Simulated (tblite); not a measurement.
# C4HF3N2O2: frequency calculation

The run: frequency calculation of C4HF3N2O2, SMILES O=Cc1nnc(C(F)(F)F)o1. Method and program: GFN2-xTB harmonic vibrations, gas phase (tblite 0.8.0).

It belongs to a series of runs on one base structure; here: CH3 replaced by CHO.

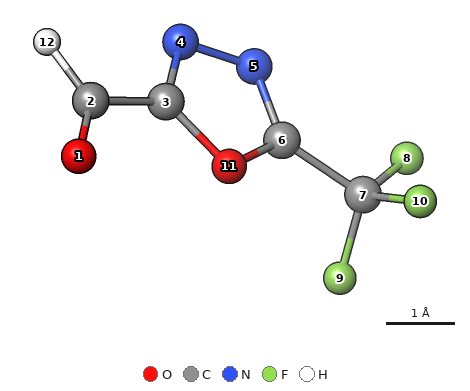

*The structure as given in the input (ball-and-stick view, seen at a tilt; atoms are numbered from 1 in the order of the input).*

Bond lengths as drawn: C–C 1.48 to 1.50 Å, C–F 1.33 to 1.34 Å, C–H 1.10 Å, C–N 1.30 Å, C–O 1.19 to 1.35 Å and N–N 1.33 Å.

**Input**
```
{"job": {"kind": "ir", "xc": "GFN2-xTB", "basis": "xTB"}, "charge": 0, "multiplicity": 1}
O      2.977559     1.451295    -0.196450
C      2.671751     0.298217    -0.130594
C      1.284061    -0.195157    -0.048137
N      0.921927    -1.445212     0.024262
N     -0.403391    -1.475633     0.082796
C     -0.805353    -0.241995     0.043326
C     -2.221649     0.253482     0.081656
F     -3.088988    -0.746891     0.163629
F     -2.514451     0.959279    -1.015168
F     -2.422632     1.056012     1.131662
O      0.209870     0.621177    -0.039713
H      3.392493    -0.535261    -0.123297
```

The first line tells a small driver script what to run in tblite; the rest is the geometry in Å.

Hardware: 1 CPU thread, shared host.

Command:
```bash
OMP_NUM_THREADS=1 python <driver script> task.json out
```

**What the program printed**
```
mode    cm-1     km/mol
  1      13.4      0.01
  2      96.8      1.13
  3      97.1     16.56
  4     111.1      4.19
  5     189.2      7.97
  6     229.6      6.64
  7     339.8     17.03
  8     377.6      3.57
  9     387.2      3.79
 10     503.2     11.43
 11     506.7     11.34
 12     525.7      2.08
 13     681.1      4.84
 14     682.1      7.31
 15     738.3      5.53
 16     760.5     89.93
 17     924.3      1.30
 18     989.2     38.94
 19    1004.5     80.29
 20    1067.0    313.63
 21    1090.6    136.47
 22    1118.2    222.27
 23    1180.3     32.47
 24    1218.9    132.49
 25    1302.8     44.68
 26    1330.5    106.18
 27    1492.1     25.56
 28    1523.9     20.53
 29    1775.4    243.35
 30    2845.0     37.31
```

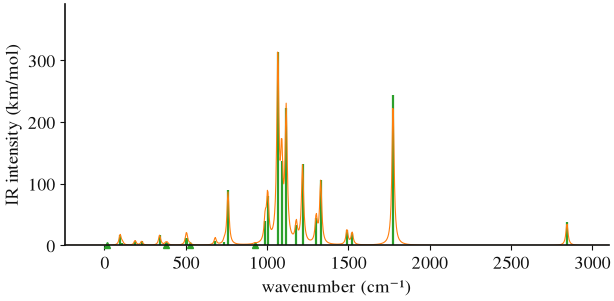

*Harmonic infrared spectrum, unscaled: sticks (degenerate modes added up, dark ones marked on the axis) with a Lorentzian envelope of 16 cm⁻¹ full width, scaled to the tallest stick.*

30 modes from 13 to 2845 cm⁻¹, none imaginary. The strongest line is at 1067 cm⁻¹ (314 km/mol).

**Key numbers**

- outcome: converged
- total energy: −1012.1379 eV
- zero-point energy: 35.8850 kcal/mol
- peak memory: 0.18 GiB
